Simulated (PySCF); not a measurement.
Consider Cl$_{4}$S$_{2}$Si$_{2}$ (cyclo-(Cl2SiS)2).

Input

```
{"job": {"kind": "nmr", "xc": "PBE0", "basis": "pcSseg-1"}, "charge": 0, "multiplicity": 1}
Si     0.025444    -0.703844    -1.195830
Cl     0.334715     0.083796    -3.055391
Cl    -0.269745    -2.712226    -1.417436
S     -1.590552     0.242637    -0.171358
Si     0.009161     0.682293     1.175204
Cl    -0.300672    -0.101452     3.036285
Cl     0.305407     2.691117     1.391971
S      1.624472    -0.267982     0.152844
```

Command:

```sh
OMP_NUM_THREADS=1 python probes_run.py task.json out
```

Geometry: PBE0-D3(BJ)/def2-SVP.

Level of theory: PySCF 2.14.0, PBE0/pcSseg-1, SCF density, gas phase, non-relativistic.

### Predict the electron density and electron localisation function between the atoms.

Si–Cl (2.04 Å): ρ at the midpoint is about 0.94 e/Å³; the ELF peaks at about 0.90 between the atoms; a shared but strongly polarised pair.

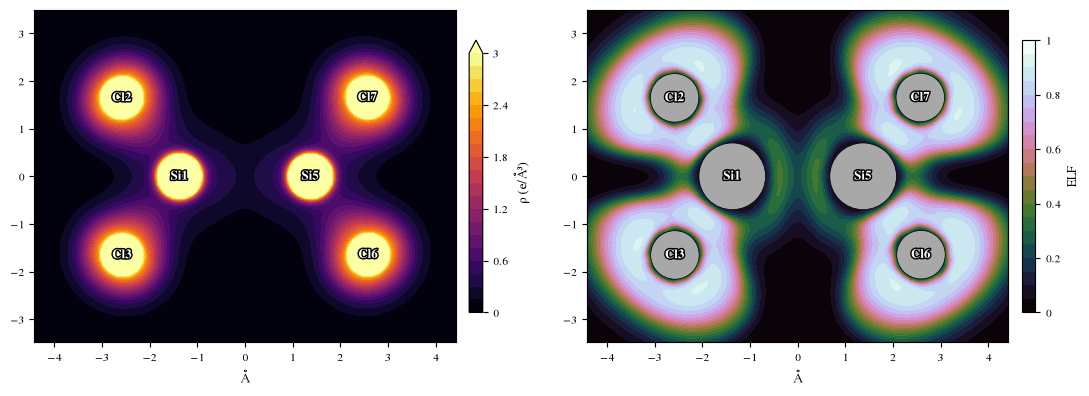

Computed electron density and electron localisation function on the plane of atoms Cl6, Si5 and Cl7, in this order. Grey discs cover the atomic cores in the ELF map. 
